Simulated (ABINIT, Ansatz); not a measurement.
# How the form of the self-energy moves the gap of CdBr2 (P6_3mc)

Aim: compare treatments of exchange, screening and correlation for the gap of CdBr2 (P6_3mc).

Program: ABINIT 10.8.3. Level of theory: LDA and many-body steps on it, plane waves. Results are calculated unless marked as measured.

The database entry behind the starting cell has ideal inner coordinates that were not refined, so it need not match the best structure at ambient conditions.

### 1. The starting structure

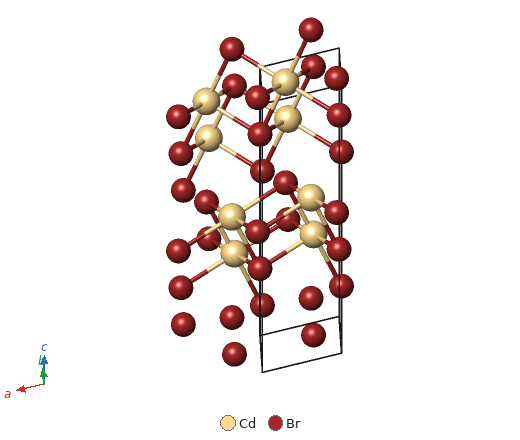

The starting structure, seen from a free direction (cadmium orange, bromine red). 2×2×1 cells are drawn. Bonds to atoms that aren't drawn are left out. Some periodic images of atoms are drawn too.

Structure file:

```cif
data_structure
_symmetry_space_group_name_H-M 'P6_3mc'
_symmetry_Int_Tables_number 186
_cell_length_a 3.9850
_cell_length_b 3.9850
_cell_length_c 12.5610
_cell_angle_alpha 90.000
_cell_angle_beta 90.000
_cell_angle_gamma 120.000
_cell_volume 172.75
loop_
_atom_site_label
_atom_site_type_symbol
_atom_site_symmetry_multiplicity
_atom_site_Wyckoff_symbol
_atom_site_fract_x
_atom_site_fract_y
_atom_site_fract_z
_atom_site_occupancy
Cd1 Cd 2 b 0.33333 0.66667 0.37500 1
Br1 Br 2 b 0.33333 0.66667 0.00000 1
Br2 Br 2 a 0.00000 0.00000 0.25000 1
```

The cell and positions come from the Crystallography Open Database and are kept as given unless a step says otherwise.

### 2. Empty states on the mesh, 3×3×1 mesh, 380 bands

This step: ABINIT 10.8.3; DFT, LDA, plane waves, norm-conserving pseudopotentials.

The sums over transitions need many empty states on a uniform mesh; this step solves for them.

Contents of run.abi:

```
acell 3*1.0 Angstrom
rprim 
  3.985000000011 -0.000000000003 0.000000000000
  -1.992500000003 3.451111234092 0.000000000000
  0.000000000000 0.000000000000 12.561000000000
ntypat 2
znucl 48 35
natom 6
typat 1 1 2 2 2 2
xred 
  0.333333333333 0.666666666667 0.375000000000
  0.666666666667 0.333333333333 0.875000000000
  0.333333333333 0.666666666667 0.000000000000
  0.666666666667 0.333333333333 0.500000000000
  0.000000000000 0.000000000000 0.250000000000
  0.000000000000 0.000000000000 0.750000000000
pp_dirpath "pseudos"
pseudos "Cd.upf, Br.upf"
ecut 47
ngkpt 3 3 1
nshiftk 1
shiftk 0 0 0
kptopt 1
chksymbreak 0
iscf -2
irdden 1
istwfk *1
nband 380
nbdbuf 34
tolwfr 1e-09
nstep 60
prtvol 0
indata_prefix "in"
outdata_prefix "out"
tmpdata_prefix "tmp"
```

Command:

```bash
OMP_NUM_THREADS=2 mpirun -n 3 abinit run.abi > log
```

Numbers of over 12 decimals in the logs are rounded to 6 here.

The log of the run:

```text
.Version 10.8.3 of ABINIT. v10.8.2 released Aug 2026.

 Symmetries : space group P6_3 m c (#186); Bravais hP (primitive hexag.)
[... echo of the input left out ...]
== DATASET  1 ==================================================================
-   mpi_nproc: 3, omp_nthreads: 2 (-1 if OMP is not activated)

--- !DatasetInfo
iteration_state: {dtset: 1, }
dimensions: {natom: 6, nkpt: 3, mband: 380, nsppol: 1, nspinor: 1, nspden: 1, mpw: 18043, }
cutoff_energies: {ecut:  47.0, pawecutdg:  -1.0, }
[...]
3.20569    3.20570    3.21435    3.22087    3.22228    3.23043    3.23165    3.24130
   3.24142    3.24196    3.24265    3.24730    3.24751    3.24913    3.24947    3.25106
   3.25150    3.25303    3.27299    3.27468
 prteigrs : prtvol=0 or 1, do not print more k-points.

== END DATASET(S) ==============================================================
================================================================================

 -outvars: echo values of variables after computation  --------
            nband         380
             nkpt           3
          spgroup         186
 [... the other variables as echoed above ...]

 Calculation completed.
```

Wall time 5.9 min (3 MPI ranks of Arm Neoverse V2, shared host); peak memory 0.71 GiB; 28 min of CPU time.

This step gave:

* gap: 2.527 eV
* k of the valence top: 0, 0, 0
* k of the conduction bottom: 0, 0, 0
* least direct gap: 2.527 eV
* k points computed: 3
* lowest point of the top converged band, above the valence top: 80.8064 eV

On this mesh the gap is 2.527 eV.

The density comes from a self-consistent run that is not shown.

### 3. Screening, 3×3×1 mesh, 161 bands, screening to 141.5 eV

The RPA dielectric matrix is built and inverted for each q.

This step: RPA screening on LDA, plane waves, norm-conserving pseudopotentials.

Edit run.abi of step 2 so:

```diff
@@ -24,10 +24,11 @@
 chksymbreak 0
-iscf -2
-irdden 1
 istwfk *1
-nband 380
-nbdbuf 34
-tolwfr 1e-09
-nstep 60
-prtvol 0
+occopt 1
+irdwfk 1
+optdriver 3
+nband 161
+ecuteps 5.2
+inclvkb 2
+awtr 1
+symchi 1
 indata_prefix "in"
```

Command:

```bash
OMP_NUM_THREADS=1 mpirun -n 8 abinit run.abi > log
```

The log of the run:

```text
.Version 10.8.3 of ABINIT. v10.8.2 released Aug 2026.

 Symmetries : space group P6_3 m c (#186); Bravais hP (primitive hexag.)
[... echo of the input left out ...]
== DATASET  1 ==================================================================
-   mpi_nproc: 8, omp_nthreads: 1 (-1 if OMP is not activated)

--- !DatasetInfo
iteration_state: {dtset: 1, }
dimensions: {natom: 6, nkpt: 3, mband: 161, nsppol: 1, nspinor: 1, nspden: 1, mpw: 18043, }
cutoff_energies: {ecut:  47.0, pawecutdg:  -1.0, }
electrons: {nelect:   6.80000000E+01, charge:   0.00000000E+00, occopt:   1.00000000E+00, tsmear:   1.00000000E-02, }

 SCREENING: Calculation of the susceptibility and dielectric matrices

 Based on a program developped by R.W. Godby, V. Olevano, G. Onida, and L. Reining.
 Incorporated in ABINIT by V. Olevano, G.-M. Rignanese, and M. Torrent.
.Using double precision arithmetic ; gwpc =  8

[... cell and pseudopotentials left out ...]
--------------------------------------------------------------------------------

 ==== K-mesh for the wavefunctions ====
 Number of points in the irreducible wedge :     3
[... list of points left out ...]
 Together with 12 symmetry operations and time-reversal symmetry
 yields     9 points in the full Brillouin Zone.

 ==== Q-mesh for the screening function ====
 Number of points in the irreducible wedge :     3
[... list of points left out ...]
 Together with 12 symmetry operations and time-reversal symmetry
 yields     9 points in the full Brillouin Zone.

 setmesh: FFT mesh size selected  =    27x   27x  100
          total number of points  =        72900

 vcoul_init : cutoff-mode = AUXILIARY_FUNCTION
 q-points for optical limit:   1
     1)      0.000010    0.000020    0.000030

- screening: taking advantage of time-reversal symmetry
- Maximum band index for partially occupied states nbvw = 34
- Remaining bands to be divided among processors   nbcw = 127
- Number of bands treated by each node ~15

 Number of electrons calculated from density =   68.0000; Expected =   68.0000
 average of density, n =  0.058331
 r_s =    1.5996
 omega_plasma =   23.2973 [eV]

 calculating chi0 at frequencies [eV] :
  1    0.000000E+00    0.000000E+00
  2    0.000000E+00    2.329732E+01

--------------------------------------------------------------------------------
  q-point number  1        q = ( 0.000000, 0.000000, 0.000000) [r.l.u.]
--------------------------------------------------------------------------------
[... chi0 elements left out ...]
 For q-point:  0.000010 0.000020 0.000030
  dielectric constant =   5.3615
  dielectric constant without local fields =   6.0977

  Average fulfillment of the sum rule on Im[epsilon] for q-point    1 :     59.83  [%]
[... wings left out ...]
  q-point number  2        q = ( 0.333333, 0.000000, 0.000000) [r.l.u.]
--------------------------------------------------------------------------------
[... chi0 elements left out ...]
  Average fulfillment of the sum rule on Im[epsilon] for q-point    2 :     58.18  [%]

 [... 1 further q-points ...]
```

The job ended after 39 s (8 MPI ranks; peak memory 3.3 GiB; 5.2 min of CPU time).

Numbers from this step:

```yaml
eps_infinity_with_local_fields_on_this_mesh_along_the_program_s_q_direction: 5.362
the_same_without_local_fields: 6.098
plasma_frequency: 23.30 eV
plane_waves_in_the_screening_matrix: 649
```

Local fields lower ε∞ by 12 %. On a Γ-centred mesh this coarse the value itself is usually too large, while a short band sum pulls it down.

### 4. G0W0, Godby-Needs plasmon pole

The self-energy is evaluated for the states that the input lists, and the levels follow from it, in one-shot runs by the linearised quasiparticle equation.

This step: G0W0 on LDA, plane waves, norm-conserving pseudopotentials.

Edit run.abi of step 3 so:

```diff
@@ -27,8 +27,15 @@
 irdwfk 1
-optdriver 3
+optdriver 4
 nband 161
+gwcalctyp 0
+ecutsigx 47
+symsigma 1
+nkptgw 1
+kptgw 
+  0.0000000000 0.0000000000 0.0000000000
+bdgw 
+  33 36
 ecuteps 5.2
-inclvkb 2
-awtr 1
-symchi 1
+irdscr 1
+ppmodel 1
 indata_prefix "in"
```

The log of the run:

```text
.Version 10.8.3 of ABINIT. v10.8.2 released Aug 2026.

 Symmetries : space group P6_3 m c (#186); Bravais hP (primitive hexag.)
[... echo of the input left out ...]
== DATASET  1 ==================================================================
-   mpi_nproc: 8, omp_nthreads: 1 (-1 if OMP is not activated)

--- !DatasetInfo
iteration_state: {dtset: 1, }
dimensions: {natom: 6, nkpt: 3, mband: 161, nsppol: 1, nspinor: 1, nspden: 1, mpw: 18043, }
cutoff_energies: {ecut:  47.0, pawecutdg:  -1.0, }
electrons: {nelect:   6.80000000E+01, charge:   0.00000000E+00, occopt:   1.00000000E+00, tsmear:   1.00000000E-02, }

 SIGMA: Calculation of the GW corrections

 Based on a program developped by R.W. Godby, V. Olevano, G. Onida, and L. Reining.
 Incorporated in ABINIT by V. Olevano, G.-M. Rignanese, and M. Torrent.
.Using double precision arithmetic ; gwpc =  8

[... cell and pseudopotentials left out ...]
--------------------------------------------------------------------------------

 ==== K-mesh for the wavefunctions ====
 Number of points in the irreducible wedge :     3
[... list of points left out ...]
 Together with 12 symmetry operations and time-reversal symmetry
 yields     9 points in the full Brillouin Zone.

 ==== Q-mesh for screening function ====
 Number of points in the irreducible wedge :     3
[... list of points left out ...]
 Together with 12 symmetry operations and time-reversal symmetry
 yields     9 points in the full Brillouin Zone.

 vcoul_init : cutoff-mode = AUXILIARY_FUNCTION
 q-points for optical limit:   1
     1)      0.000010    0.000020    0.000030
 setmesh: FFT mesh size selected  =    45x   45x  150
          total number of points  =       303750

 Number of electrons calculated from density =   68.0000; Expected =   68.0000
 average of density, n =  0.058331
 r_s =    1.5996
 omega_plasma =   23.2973 [eV]

 === KS Band Gaps ===
  >>>> For spin  1
   Minimum direct gap =   2.5271 [eV], located at k-point      :   0.0000  0.0000  0.0000
   Fundamental gap    =   2.5271 [eV], Top of valence bands at :   0.0000  0.0000  0.0000
                                       Bottom of conduction at :   0.0000  0.0000  0.0000
 SIGMA fundamental parameters:
 PLASMON POLE MODEL  1
 number of plane-waves for SigmaX                18043
 number of plane-waves for SigmaC and W            649
 number of plane-waves for wavefunctions         18043
 number of bands                                   161
 number of independent spin polarizations            1
 number of spinorial components                      1
 number of k-points in IBZ                           3
 number of q-points in IBZ                           3
 number of symmetry operations                      12
 number of k-points in BZ                            9
 number of q-points in BZ                            9
 number of frequencies for dSigma/dE                 9
 frequency step for dSigma/dE [eV]                0.25
 number of omega for Sigma on real axis              0
 max omega for Sigma on real axis  [eV]           0.00
 zcut for avoiding poles [eV]                     0.10

 EPSILON^-1 parameters (SCR file):
 dimension of the eps^-1 matrix on file            649
 dimension of the eps^-1 matrix used               649
 number of plane-waves for wavefunctions         18043
 number of bands                                   161
 number of q-points in IBZ                           3
 number of frequencies                               2
 number of real frequencies                          1
 number of imag frequencies                          1

 matrix elements of self-energy operator (all in [eV])

 Perturbative Calculation

--- !SelfEnergy_ee
iteration_state: {dtset: 1, }
kpoint     : [   0.000,    0.000,    0.000, ]
spin       : 1
KS_gap     :    2.527
QP_gap     :    4.294
Delta_QP_KS:    1.767
data: !SigmaeeData |
     Band     E0 <VxcDFT>   SigX SigC(E0)      Z dSigC/dE  Sig(E)    E-E0       E
       33   1.953 -14.386 -18.109   2.862   0.794  -0.259 -15.070  -0.684   1.268
       34   1.953 -14.386 -18.109   2.862   0.794  -0.259 -15.070  -0.684   1.268
       35   4.480 -11.189  -6.791  -3.084   0.824  -0.214 -10.107   1.082   5.562
       36   5.830 -12.769  -8.237  -3.036   0.814  -0.229 -11.551   1.218   7.048

== END DATASET(S) ==============================================================
================================================================================

 -outvars: echo values of variables after computation  --------
           etotal      0.0000000000E+00
            nband         161
             nkpt           3
          spgroup         186
 [... the other variables as echoed above ...]

 Calculation completed.
```

The job ended after 8.5 s (8 MPI ranks; peak memory 2.1 GiB).

This step gave:

```
G0W0 gap on the points computed              : 4.294 eV
starting gap on the mesh                     : 2.527 eV
k of the valence top                         : 0, 0, 0
k of the conduction bottom                   : 0, 0, 0
Z at the valence top                         : 0.794
Z at the conduction bottom                   : 0.824
least direct G0W0 gap on the computed points : 4.294 eV
```

The gap on the mesh goes from 2.53 eV to 4.29 eV, a correction of +1.77 eV.

### 5. G0W0, Engel-Farid plasmon pole

Edit run.abi of step 4 so:

```diff
@@ -39,3 +39,3 @@
 irdscr 1
-ppmodel 1
+ppmodel 4
 indata_prefix "in"
```

The log of the run:

```text
.Version 10.8.3 of ABINIT. v10.8.2 released Aug 2026.

 Symmetries : space group P6_3 m c (#186); Bravais hP (primitive hexag.)
[... echo of the input left out ...]
== DATASET  1 ==================================================================
-   mpi_nproc: 8, omp_nthreads: 1 (-1 if OMP is not activated)

--- !DatasetInfo
iteration_state: {dtset: 1, }
dimensions: {natom: 6, nkpt: 3, mband: 161, nsppol: 1, nspinor: 1, nspden: 1, mpw: 18043, }
cutoff_energies: {ecut:  47.0, pawecutdg:  -1.0, }
electrons: {nelect:   6.80000000E+01, charge:   0.00000000E+00, occopt:   1.00000000E+00, tsmear:   1.00000000E-02, }

 SIGMA: Calculation of the GW corrections

 Based on a program developped by R.W. Godby, V. Olevano, G. Onida, and L. Reining.
 Incorporated in ABINIT by V. Olevano, G.-M. Rignanese, and M. Torrent.
.Using double precision arithmetic ; gwpc =  8

[... cell and pseudopotentials left out ...]
--------------------------------------------------------------------------------

 ==== K-mesh for the wavefunctions ====
 Number of points in the irreducible wedge :     3
[... list of points left out ...]
 Together with 12 symmetry operations and time-reversal symmetry
 yields     9 points in the full Brillouin Zone.

 ==== Q-mesh for screening function ====
 Number of points in the irreducible wedge :     3
[... list of points left out ...]
 Together with 12 symmetry operations and time-reversal symmetry
 yields     9 points in the full Brillouin Zone.

 vcoul_init : cutoff-mode = AUXILIARY_FUNCTION
 q-points for optical limit:   1
     1)      0.000010    0.000020    0.000030
 setmesh: FFT mesh size selected  =    45x   45x  150
          total number of points  =       303750

 Number of electrons calculated from density =   68.0000; Expected =   68.0000
[...]
number of k-points in IBZ                           3
 number of q-points in IBZ                           3
 number of symmetry operations                      12
 number of k-points in BZ                            9
 number of q-points in BZ                            9
 number of frequencies for dSigma/dE                 9
 frequency step for dSigma/dE [eV]                0.25
 number of omega for Sigma on real axis              0
 max omega for Sigma on real axis  [eV]           0.00
 zcut for avoiding poles [eV]                     0.10

 EPSILON^-1 parameters (SCR file):
 dimension of the eps^-1 matrix on file            649
 dimension of the eps^-1 matrix used               649
 number of plane-waves for wavefunctions         18043
 number of bands                                   161
 number of q-points in IBZ                           3
 number of frequencies                               2
 number of real frequencies                          1
 number of imag frequencies                          1

 matrix elements of self-energy operator (all in [eV])

 Perturbative Calculation

--- !SelfEnergy_ee
iteration_state: {dtset: 1, }
kpoint     : [   0.000,    0.000,    0.000, ]
spin       : 1
KS_gap     :    2.527
QP_gap     :    4.267
Delta_QP_KS:    1.740
data: !SigmaeeData |
     Band     E0 <VxcDFT>   SigX SigC(E0)      Z dSigC/dE  Sig(E)    E-E0       E
       33   1.953 -14.386 -18.109   2.762   0.797  -0.254 -15.152  -0.766   1.187
       34   1.953 -14.386 -18.109   2.762   0.797  -0.254 -15.152  -0.766   1.187
       35   4.480 -11.189  -6.791  -3.223   0.830  -0.205 -10.215   0.974   5.454
       36   5.830 -12.769  -8.237  -3.165   0.820  -0.220 -11.649   1.121   6.951

== END DATASET(S) ==============================================================
================================================================================

 -outvars: echo values of variables after computation  --------
           etotal      0.0000000000E+00
            nband         161
             nkpt           3
          spgroup         186
 [... the other variables as echoed above ...]

 Calculation completed.
```

Run time: 9.6 s. Hardware: 8 MPI ranks; peak memory 2 GiB.

Numbers from this step:

- G0W0 gap on the points computed: 4.267 eV
- starting gap on the mesh: 2.527 eV
- k of the valence top: 0, 0, 0
- k of the conduction bottom: 0, 0, 0
- Z at the valence top: 0.797
- Z at the conduction bottom: 0.83
- least direct G0W0 gap on the computed points: 4.267 eV

Against G0W0 in ABINIT (3×3×1 mesh, 161 bands, screening to 141.5 eV, Godby-Needs plasmon pole), the gap moves by −0.027 eV.

### 6. G0W0, von der Linden-Horsch plasmon pole

Edit run.abi of step 5 so:

```diff
@@ -39,3 +39,3 @@
 irdscr 1
-ppmodel 4
+ppmodel 3
 indata_prefix "in"
```

The log of the run:

```text
.Version 10.8.3 of ABINIT. v10.8.2 released Aug 2026.

 Symmetries : space group P6_3 m c (#186); Bravais hP (primitive hexag.)
[... echo of the input left out ...]
== DATASET  1 ==================================================================
-   mpi_nproc: 8, omp_nthreads: 1 (-1 if OMP is not activated)

--- !DatasetInfo
iteration_state: {dtset: 1, }
dimensions: {natom: 6, nkpt: 3, mband: 161, nsppol: 1, nspinor: 1, nspden: 1, mpw: 18043, }
cutoff_energies: {ecut:  47.0, pawecutdg:  -1.0, }
[...]
34   1.953 -14.386 -18.109   2.636   0.847  -0.180 -15.307  -0.921   1.032
       35   4.480 -11.189  -6.791  -3.367   0.871  -0.148 -10.291   0.898   5.377
       36   5.830 -12.769  -8.237  -3.248   0.863  -0.159 -11.661   1.108   6.938

== END DATASET(S) ==============================================================
================================================================================

 -outvars: echo values of variables after computation  --------
           etotal      0.0000000000E+00
            nband         161
             nkpt           3
          spgroup         186
 [... the other variables as echoed above ...]

 Calculation completed.
```

Run time: 9.4 s. Hardware: 8 MPI ranks; peak memory 2 GiB; 75 s of CPU time.

Numbers from this step:

```yaml
g0w0_gap_on_the_points_computed: 4.345 eV
starting_gap_on_the_mesh: 2.527 eV
k_of_the_valence_top: 0, 0, 0
k_of_the_conduction_bottom: 0, 0, 0
least_direct_g0w0_gap_on_the_computed_points: 4.345 eV
```

Against G0W0 in ABINIT (3×3×1 mesh, 161 bands, screening to 141.5 eV, Godby-Needs plasmon pole), the gap moves by +0.051 eV.

(Continued in part 2 of 2.)

[Paths, hosts, dates, memory and timing lines, banners, echoed tables and standing remarks are left out of the program output.]

[Logs are printed without paths, hosts, clocks, repeated set-up lines and the standing remarks that a program may print on its own settings, such as how far it seeks lower states.]

[Runs of the session that timed out or met a known fault of the program may be left out.]

[Hosts, paths, dates, database ids (printed as entryN), source tags and the programs' standing remarks are cut or masked in the printed files.]

[G0W0 gaps are taken among the corrected bands and points alone; a level outside them can change the order at an edge.]

[Where Ansatz stands beside ABINIT at settings called matched, ABINIT's density can come from a denser mesh and the files from another edition; pairs whose starting gaps differed by over 0.03 eV were left out, so agreement reads better than it is.]
